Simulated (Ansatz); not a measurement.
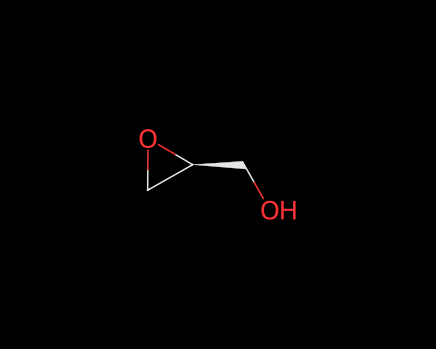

Write the SMILES.

OC[C@H]1CO1

What is the molecular formula?

C3H6O2.

An optimisation with PBE0-D4/def2-TZVP gave a structure of which point group?

C1.

More results for the same structure follow; atom numbers are the same in all pictures, views and colours differ. The computed structure is the end point of a PBE0-D4/def2-TZVP optimisation.

**Shape**

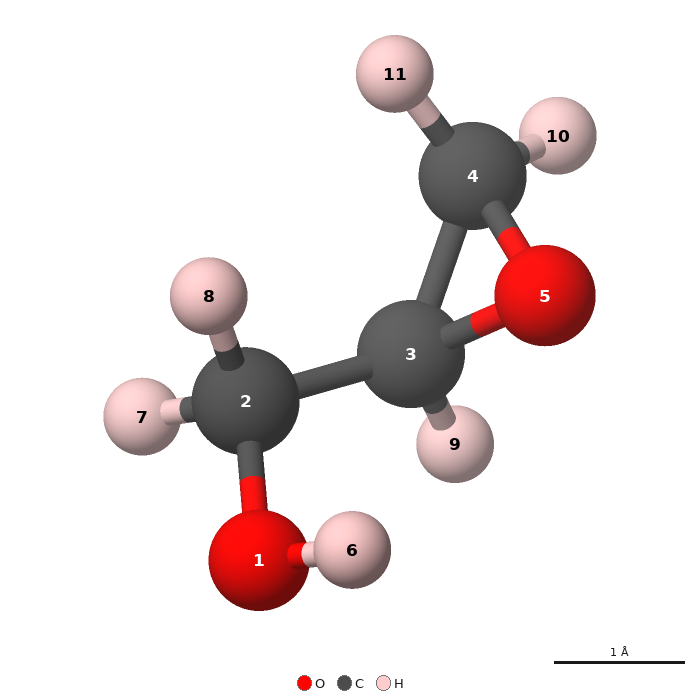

Numbered structure.

What are the angles O1–C2–C3, O1–C2–H8, C2–O1–H6, C2–C3–C4, C2–C3–O5, C2–C3–H9, C3–C2–H8, C3–C4–O5, C3–O5–C4, C4–C3–O5, O5–C3–H9, O5–C4–H11?

```tsv
angle	degrees
O1–C2–C3	111.7
O1–C2–H8	111.5
C2–O1–H6	107.4
C2–C3–C4	121.6
C2–C3–O5	114.8
C2–C3–H9	115.7
C3–C2–H8	109.0
C3–C4–O5	59.4
C3–O5–C4	61.7
C4–C3–O5	58.9
O5–C3–H9	113.7
O5–C4–H11	115.2
```

**Vibrations**

Harmonic vibrations computed with RKS PBE0-D4/def2-TZVP (Ansatz 0.2.0) at a stationary point of the same level.

How many vibrational modes are there, and where do they lie?

27 modes: 102, 246, 369, 419, 524, 811, 881, 966, 975, 1098, 1100, 1142, 1164, 1173, 1241, 1295, 1353, 1408, 1462, 1483, 1533, 3014, 3097, 3106, 3135, 3195, 3846 cm⁻¹.

**Levels of theory compared**

Program: Ansatz 0.2.0.

At this fixed geometry, give HOMO–LUMO gap (eV), HOMO energy (eV) at these levels: B97M-V/def2-TZVPP; CAM-B3LYP-D4/def2-TZVPP; PBE-D4/def2-TZVPP; PBE0-D4/def2-QZVPP; SPW92 (LDA)/def2-TZVPP; ωB97M-V/def2-QZVPP.

| level | HOMO–LUMO gap (eV) | HOMO energy (eV) |
| --- | --- | --- |
| B97M-V/def2-TZVPP | 7.32 | −6.66 |
| CAM-B3LYP-D4/def2-TZVPP | 11.46 | −9.32 |
| PBE-D4/def2-TZVPP | 6.52 | −6.16 |
| PBE0-D4/def2-QZVPP | 8.76 | −7.87 |
| SPW92 (LDA)/def2-TZVPP | 6.49 | −6.31 |
| ωB97M-V/def2-QZVPP | 12.32 | −10.31 |

**Charges**

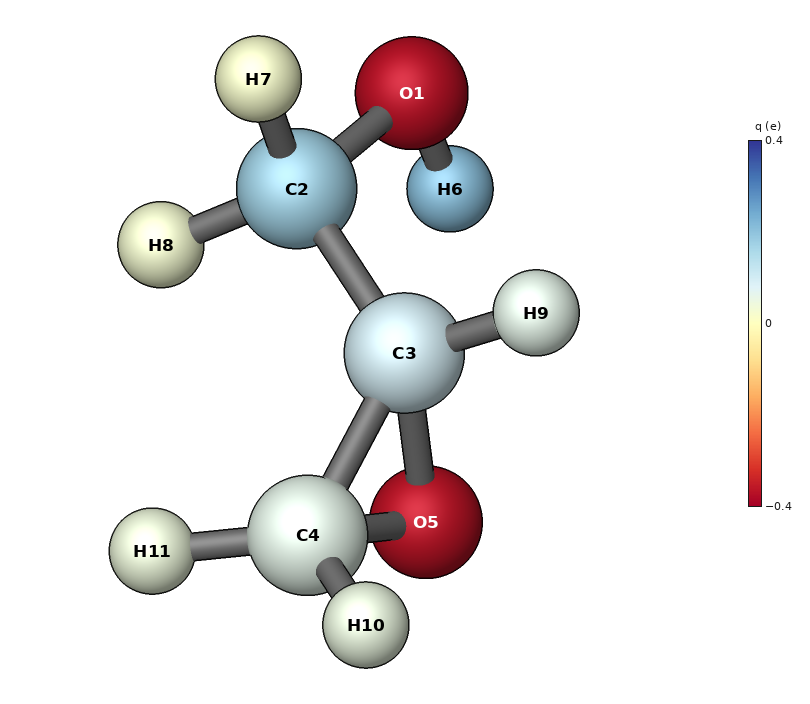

Atoms are coloured by their Mulliken charges. Properties computed with RKS r2SCAN-D4/def2-TZVPP (Ansatz 0.2.0).

Which atom carries the highest charge (most positive or least negative)?

H6 (0.20 e).

And the lowest?

O1 (−0.37 e).

List the Mulliken charges.

| atom | value (e) |
| --- | --- |
| O1 | −0.37 |
| C2 | 0.17 |
| C3 | 0.09 |
| C4 | 0.06 |
| O5 | −0.36 |
| H6 | 0.20 |
| H7 | 0.02 |
| H8 | 0.03 |
| H9 | 0.06 |
| H10 | 0.05 |
| H11 | 0.04 |

**Thermal motion**

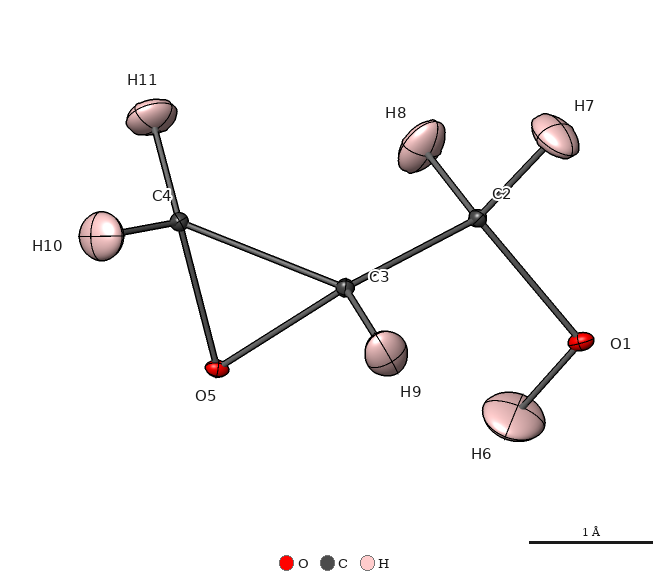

Displacement ellipsoids at the 50 % level, from the internal vibrations of the free molecule (harmonic, no overall translation or rotation; no half-axis is drawn under 0.075 Å). Vibrations computed with RKS PBE0-D4/def2-TZVP (Ansatz 0.2.0). Temperature: 100 K.

List U_eq and the three principal root-mean-square amplitudes for each kind of atom.

| atom | U_eq (Å²) | rms amplitudes (Å) |
| --- | --- | --- |
| O1 | 0.0024 | 0.026, 0.037, 0.072 |
| C2 | 0.0019 | 0.033, 0.038, 0.057 |
| C3 | 0.0019 | 0.031, 0.040, 0.056 |
| C4 | 0.0018 | 0.032, 0.040, 0.051 |
| O5 | 0.0020 | 0.026, 0.034, 0.064 |
| H6 | 0.0257 | 0.075, 0.170, 0.206 |
| H7 | 0.0157 | 0.082, 0.120, 0.161 |
| H8 | 0.0171 | 0.081, 0.122, 0.173 |
| H9 | 0.0139 | 0.080, 0.115, 0.148 |
| H10 | 0.0152 | 0.082, 0.129, 0.148 |
| H11 | 0.0150 | 0.078, 0.136, 0.143 |

Mulliken values depend strongly on the basis set and can even reverse the polarity of a bond.
